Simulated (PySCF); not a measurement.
# GaNH5F (SMILES [NH3+][GaH2-][F]) at PBE0/def2-TZVP

Aim: the vertical ionisation energy of GaNH5F at PBE0/def2-TZVP, from 2 runs. The job is set up through a Python script.

Program for the calculation: PySCF 2.14.0.

**1. Starting point**

GaNH5F: 8 atoms, total charge 0, spin state singlet. SMILES: `[NH3+][GaH2-][F]`. The shape comes from GFN2-xTB, which is rough for such elements, and wasn't checked as a minimum.

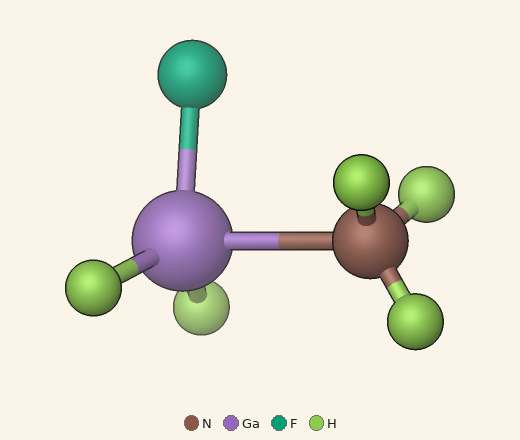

Viewed from a chosen angle; nitrogen brown, gallium purple, fluorine teal, hydrogen green.

**2. The energy at PBE0/def2-TZVP**

The input, input.xyz:

```xyz
8

N     -0.659650     0.738460    -0.351930
Ga     0.608300    -0.925550     0.251550
F      1.456160     0.176570     1.319520
H     -1.408330     0.643960    -1.033660
H     -0.006470     1.449760    -0.682010
H     -1.056700     1.086220     0.521440
H      1.403030    -1.283510    -1.012480
H     -0.336340    -1.885920     0.987550
```

The input, calc.py:

```python
from pyscf import gto, dft

molecule = gto.Mole()
molecule.atom = 'input.xyz'
molecule.spin = 0
molecule.verbose = 3
molecule.max_memory = 1860
molecule.basis = 'def2-tzvp'
molecule.build()

myscf = dft.RKS(molecule, xc='pbe0')
myscf.conv_tol = 1e-10
myscf.grids.level = 4
myscf.kernel()
if not myscf.converged:
    myscf = myscf.newton().run(myscf.mo_coeff, myscf.mo_occ)

e_tot = myscf.e_tot
print('Final energy', e_tot)
```

On the command line:

```console
$ OMP_NUM_THREADS=1 python calc.py
```

Output:

```text
converged SCF energy = -2082.16716203389
Final energy -2082.1671620338884
```

It took 26 s on 1 thread of Arm Neoverse V1, shared host; peak memory 0.88 GiB.

**3. The doublet cation**

The input, input.py:

```python
from pyscf import gto, dft

mol = gto.M(
    atom='''
N     -1.246558     1.395487    -0.665051
Ga     1.149520    -1.749036     0.475361
F      2.751744     0.333669     2.493531
H     -2.661358     1.216908    -1.953334
H     -0.012227     2.739649    -1.288812
H     -1.996874     2.052658     0.985379
H      2.651342    -2.425482    -1.913310
H     -0.635590    -3.563872     1.866199
''',
    spin=1,
    basis='def2-tzvp',
    max_memory=1860,
    unit='bohr',
    charge=1,
    verbose=4,
)

calc0 = dft.UKS(mol)
calc0.xc = 'pbe0'
calc0.conv_tol = 1e-10
calc0.grids.level = 4
calc0.kernel()
if not calc0.converged:
    calc0 = calc0.newton().run(calc0.mo_coeff, calc0.mo_occ)

e_tot = calc0.e_tot
print(f'total energy: {e_tot:.8f} hartree')
```

On the command line:

```console
$ OMP_NUM_THREADS=1 python input.py
```

Output:

```text
PySCF version 2.14.0

[INPUT] num. atoms = 8
[INPUT] num. electrons = 51
[INPUT] charge = 1
[INPUT] spin (= nelec alpha-beta = 2S) = 1
[INPUT] symmetry False subgroup None
[INPUT] Mole.unit = bohr
[INPUT] Symbol           X                Y                Z      unit          X                Y                Z       unit  Magmom
[INPUT]  1 N     -0.659650085690   0.738459918535  -0.351929833300 AA   -1.246558000000   1.395487000000  -0.665051000000 Bohr   0.0
[INPUT]  2 Ga     0.608299787497  -0.925549992279   0.251550208160 AA    1.149520000000  -1.749036000000   0.475361000000 Bohr   0.0
[INPUT]  3 F      1.456160215086   0.176570030790   1.319519779923 AA    2.751744000000   0.333669000000   2.493531000000 Bohr   0.0
[INPUT]  4 H     -1.408330003700   0.643959981386  -1.033659838115 AA   -2.661358000000   1.216908000000  -1.953334000000 Bohr   0.0
[INPUT]  5 H     -0.006470249758   1.449759816720  -0.682009939560 AA   -0.012227000000   2.739649000000  -1.288812000000 Bohr   0.0
[INPUT]  6 H     -1.056700213879   1.086219835413   0.521440110919 AA   -1.996874000000   2.052658000000   0.985379000000 Bohr   0.0
[INPUT]  7 H      1.403029764755  -1.283509799897  -1.012480049425 AA    2.651342000000  -2.425482000000  -1.913310000000 Bohr   0.0
[INPUT]  8 H     -0.336339743489  -1.885919845036   0.987549981842 AA   -0.635590000000  -3.563872000000   1.866199000000 Bohr   0.0

nuclear repulsion = 212.299772679257
number of shells = 58
number of NR pGTOs = 232
number of NR cGTOs = 140
basis = def2-tzvp
ecp = {}

******** <class 'pyscf.dft.uks.UKS'> ********
method = UKS
initial guess = minao
damping factor = 0
level_shift factor = 0
DIIS = <class 'pyscf.scf.diis.CDIIS'>
diis_start_cycle = 1
diis_space = 8
diis_damp = 0
SCF conv_tol = 1e-10
SCF conv_tol_grad = None
SCF max_cycles = 50
direct_scf = True
direct_scf_tol = 1e-13
number electrons alpha = 26  beta = 25
XC library pyscf.dft.libxc version 7.0.0
    S. Lehtola, C. Steigemann, M. J.T. Oliveira, and M. A.L. Marques.,  SoftwareX 7, 1–5 (2018)
XC functionals = pbe0
radial grids:
    Treutler-Ahlrichs [JCP 102, 346 (1995); DOI:10.1063/1.469408] (M4) radial grids

becke partition: Becke, JCP 88, 2547 (1988); DOI:10.1063/1.454033
pruning grids: <function nwchem_prune>
grids dens level: 4
symmetrized grids: False
atomic radii adjust function: <function treutler_atomic_radii_adjust>
small_rho_cutoff = 0
Set gradient conv threshold to 1e-05
tot grids = 165632
init E= -2081.54001381132
[... the frontier-level lines of each cycle are left out ...]

cycle= 1 E= -2081.642743279  delta_E= -0.103  |g|= 0.721  |ddm|= 1.34
cycle= 2 E= -2080.72311116691  delta_E= 0.92  |g|= 1.73  |ddm|= 1.16
cycle= 3 E= -2081.75439224389  delta_E= -1.03  |g|= 0.356  |ddm|= 0.929
cycle= 4 E= -2081.79337612372  delta_E= -0.039  |g|= 0.0504  |ddm|= 0.189
cycle= 5 E= -2081.79381309023  delta_E= -0.000437  |g|= 0.0278  |ddm|= 0.0384
cycle= 6 E= -2081.79414582925  delta_E= -0.000333  |g|= 0.00906  |ddm|= 0.0165
cycle= 7 E= -2081.79418034327  delta_E= -3.45e-05  |g|= 0.00291  |ddm|= 0.00593
cycle= 8 E= -2081.79418585642  delta_E= -5.51e-06  |g|= 0.000725  |ddm|= 0.00392
cycle= 9 E= -2081.79418614851  delta_E= -2.92e-07  |g|= 0.000224  |ddm|= 0.000872
cycle= 10 E= -2081.79418617119  delta_E= -2.27e-08  |g|= 8.76e-05  |ddm|= 0.0002
cycle= 11 E= -2081.79418617439  delta_E= -3.19e-09  |g|= 3.19e-05  |ddm|= 5.55e-05
cycle= 12 E= -2081.79418617487  delta_E= -4.84e-10  |g|= 9.2e-06  |ddm|= 2.73e-05
cycle= 13 E= -2081.79418617491  delta_E= -4.18e-11  |g|= 4.54e-06  |ddm|= 8.06e-06
Extra cycle  E= -2081.79418617491  delta_E= 9.09e-13  |g|= 7.18e-06  |ddm|= 5.7e-06
converged SCF energy = -2081.79418617491  <S^2> = 0.76621567  2S+1 = 2.0161505
total energy: -2081.79418617 hartree
```

Run time: 57 s. Hardware: 1 thread of Arm Neoverse V1, shared host; peak memory 0.89 GiB.

**4. Results**

At PBE0/def2-TZVP:

| quantity | value |
| --- | --- |
| singlet GaNH5F: total energy | -2082.16716 Eh |
| singlet GaNH5F: dipole moment | 5.31 D |
| singlet GaNH5F: HOMO energy | -7.73 eV |
| singlet GaNH5F: LUMO energy | -0.16 eV |
| singlet GaNH5F: HOMO–LUMO gap | 7.58 eV |
| doublet cation: total energy | -2081.79419 Eh |
| doublet cation: HOMO energy (highest over α and β) | -15.30 eV |
| doublet cation: LUMO energy (lowest over α and β) | -12.52 eV |
| doublet cation: ⟨S²⟩ | 0.766 |
| vertical ionisation energy (to the doublet cation) | 10.149 eV |

Removing an electron at fixed nuclei costs 10.15 eV (979 kJ/mol). The negative HOMO energy of the first species, 7.73 eV, lies 2.42 eV below that difference. Mulliken charges (singlet GaNH5F) run from -0.60 on N1 to +0.44 on Ga2; they depend strongly on the basis.
